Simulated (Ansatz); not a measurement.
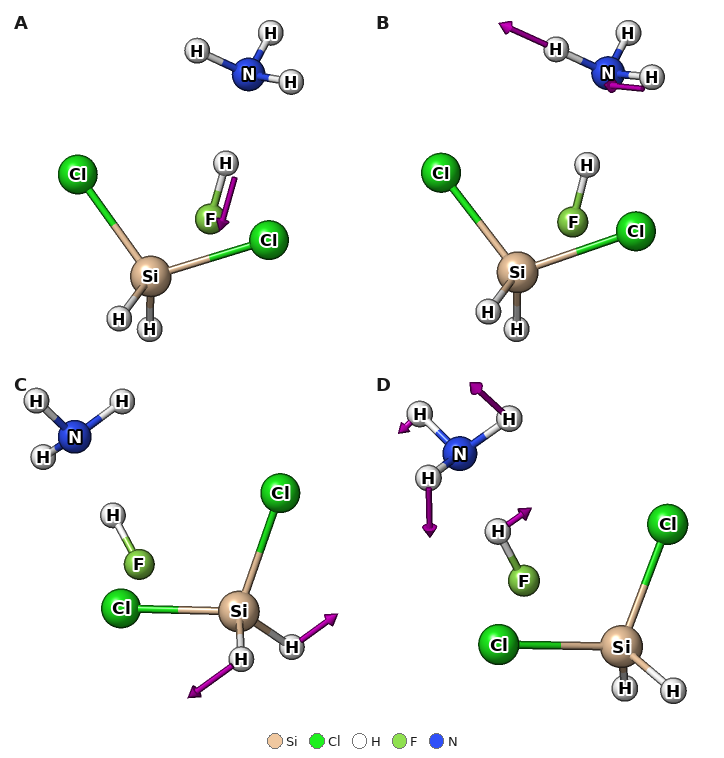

4 normal modes of one molecule or complex, as arrows. Harmonic vibrations computed with RKS PBE0-D4/def2-TZVP (Ansatz 0.2.0) at a stationary point of the same level. It is a saddle point of order 1.

### Match the panels to the wavenumbers 312 cm⁻¹, 686 cm⁻¹, 3047 cm⁻¹, 3628 cm⁻¹.

A: 3047 cm⁻¹, F–H stretching
B: 3628 cm⁻¹, out-of-phase stretching of 2 N–H bonds
C: 686 cm⁻¹, Cl–Si–H bending
D: 312 cm⁻¹
